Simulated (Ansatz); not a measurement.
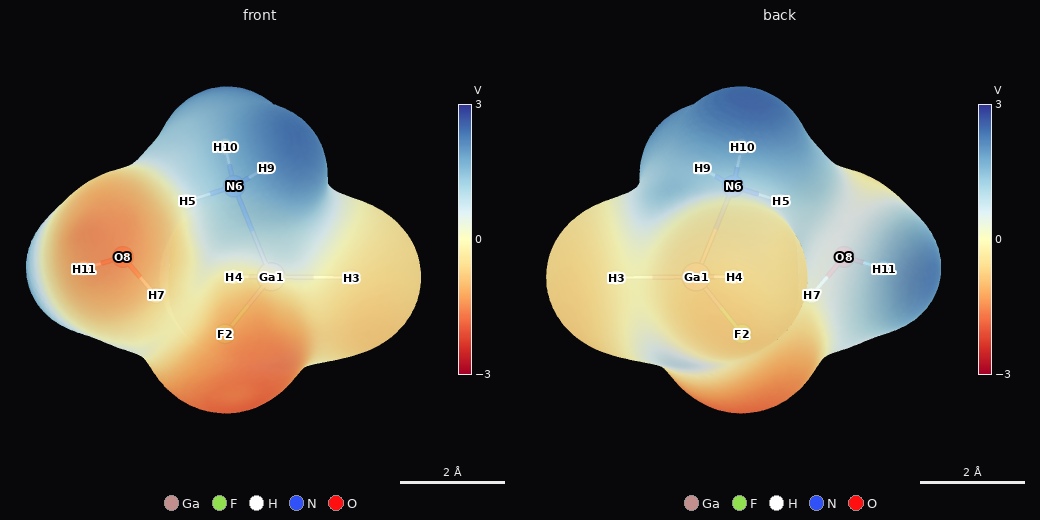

Figure 1: FGaH5N···H2O. The electrostatic potential painted on the density surface at 0.002 e/bohr³, seen from the front and from behind; the colour scale runs from red (negative) to blue (positive).

All numbers below come from Ansatz 0.2.0, RKS PBE0-D4/def2-SVP.

```yaml
atoms:
  - { symbol: Ga, position_ang: [0.3313, -1.4614, -0.2609] }
  - { symbol: F, position_ang: [1.6902, -0.3872, 0.3324] }
  - { symbol: H, position_ang: [0.7105, -2.1329, -1.6275] }
  - { symbol: H, position_ang: [-0.4142, -2.1136, 0.9607] }
  - { symbol: H, position_ang: [-0.5949, 0.9120, -0.1086] }
  - { symbol: N, position_ang: [-0.9007, 0.1469, -0.7546] }
  - { symbol: H, position_ang: [1.1267, 1.0857, 0.8369] }
  - { symbol: O, position_ang: [0.4478, 1.7827, 0.9986] }
  - { symbol: H, position_ang: [-0.7796, 0.4707, -1.7138] }
  - { symbol: H, position_ang: [-1.8937, -0.0306, -0.6078] }
  - { symbol: H, position_ang: [0.2765, 1.7278, 1.9449] }
```

Where is the surface potential most negative and most positive?

Answer. The most negative region (about −1.8 V) lies over F2, the most positive (about +2.5 V) over H10.
